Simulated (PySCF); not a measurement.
# C5H5NOSe: the cost of one run

Computed with PySCF 2.14.0 and routines of our own; the level stands in each step. Atoms count from 0.

## 1. The starting structure

13 atoms, charge 0, multiplicity 1; geometry from: GFN2-xTB.

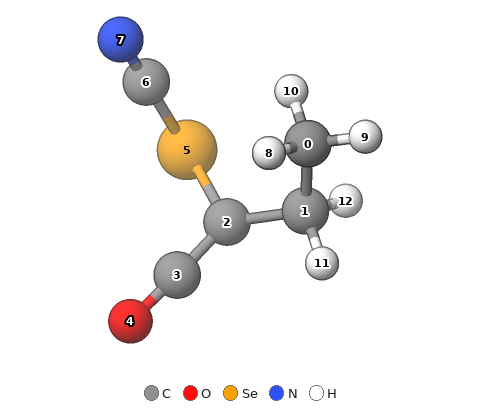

The starting geometry (carbon grey, oxygen red, selenium orange, nitrogen blue, hydrogen white).

## 2. Magnetic properties: GIAO CAM-B3LYP/pcSseg-1

The job: settings as JSON, then the geometry in Å.

```
{"job": {"kind": "mag", "xc": "CAM-B3LYP", "basis": "pcSseg-1", "isotopologues": 2}, "charge": 0, "multiplicity": 1}
C     -0.473032    -1.425541     0.299139
C     -1.012439    -0.307579    -0.587488
C     -0.218736     0.959150    -0.434960
C     -0.543093     2.067502     0.157223
O     -0.775054     3.092645     0.650531
Se     1.580325     1.078408    -1.165828
C      2.462362     0.395538     0.283344
N      3.015303    -0.030705     1.193313
H     -0.517320    -1.139882     1.347333
H     -1.059218    -2.329790     0.156721
H      0.564135    -1.642426     0.048105
H     -2.052125    -0.093165    -0.331584
H     -0.975497    -0.623670    -1.633576
```

With the program's defaults for keys left out, this is: GIAO CAM-B3LYP/pcSseg-1 magnetisability, rotational g tensor and spin-rotation constants, non-relativistic, gas phase.

Run with:

```sh
> OMP_NUM_THREADS=1 python excited_run.py task.json out
```

This one command runs all jobs of the session in turn.

**Question.** How long does this first job take on 1 thread of Intel Xeon Platinum 8375C at 2.90GHz, shared host, and how much memory does it need?

About 47 s, with a peak of 1.1 GiB.
